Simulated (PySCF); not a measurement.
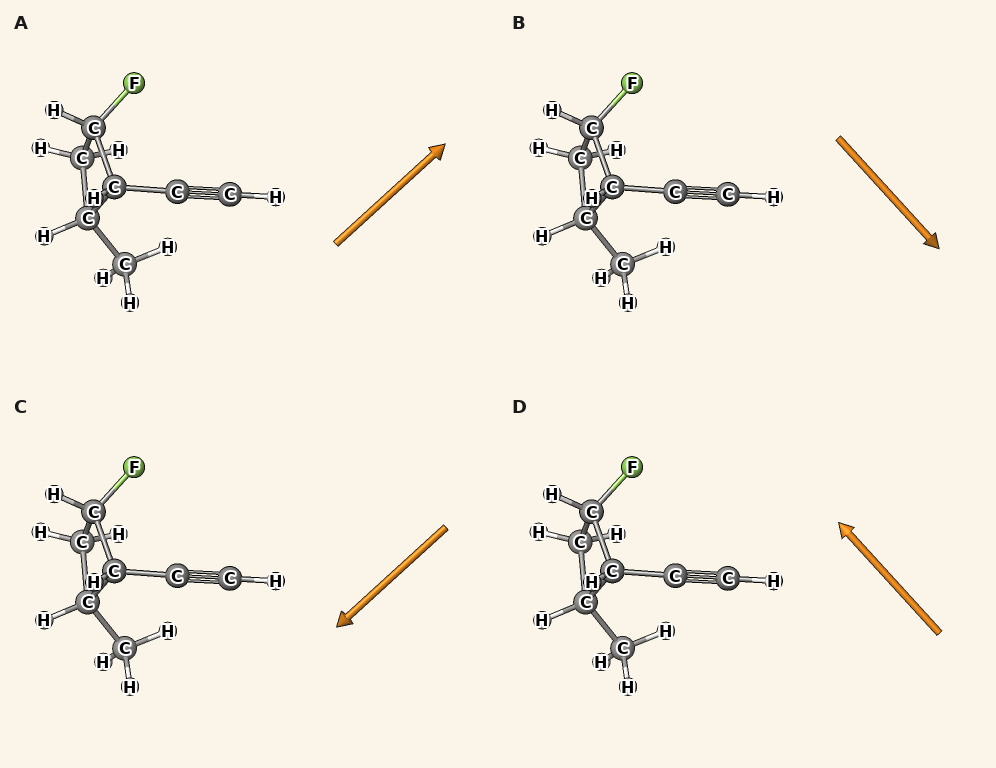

The same molecule four times, each with an arrow. Computed geometry: GFN2-xTB optimisation. No frequency run is at hand to confirm it as a minimum. Method: ωB97X-D/def2-SVPD, gas phase (PySCF 2.14.0).

Which arrow points along the dipole moment, from the negative to the positive end?

Answer. C. The dipole moment is 2.23 D.
